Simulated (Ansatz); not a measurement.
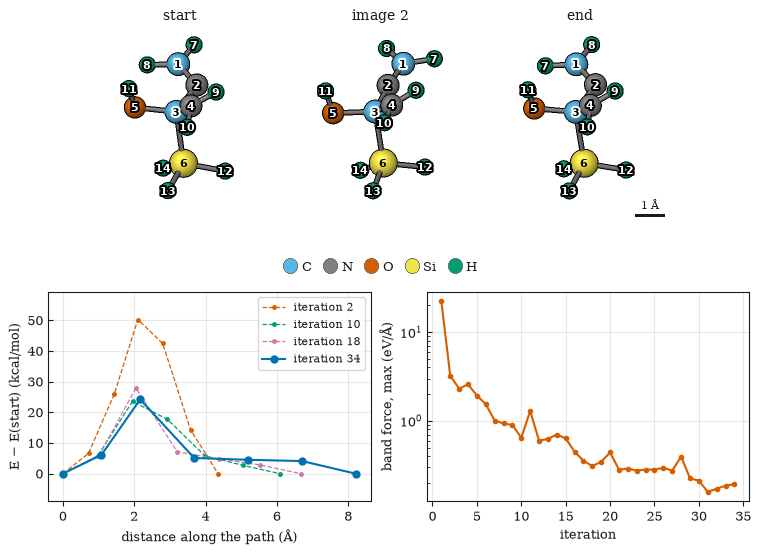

A search for the minimum-energy path of C2H8N2OSi by the nudged elastic band. Images are numbered from 0 (start) to 6 (end). The plot follows the band through its iterations. The picture is a ball-and-stick view, seen from a free direction.

The calculation used RKS B3LYP/6-31G in Ansatz 0.2.0. Run with 5 movable images; climbing image; force threshold 0.05 eV/Å; iteration limit 34; starting path through a guess of the saddle point.

### Did the band converge, and can the barrier be trusted?

The result isn't final. The band hadn't converged when the run stopped after 34 iterations. The largest component of the band force went from 22 to 0.19 eV/Å. The barrier read from it is provisional: over the last two iterations the highest image moved from 24.5 kcal/mol to 24.2 kcal/mol. The first iteration put the highest image at 141.8 kcal/mol. The barrier is about 24.2 kcal/mol in both directions, with image 2 at the top; the ends have the same energy.
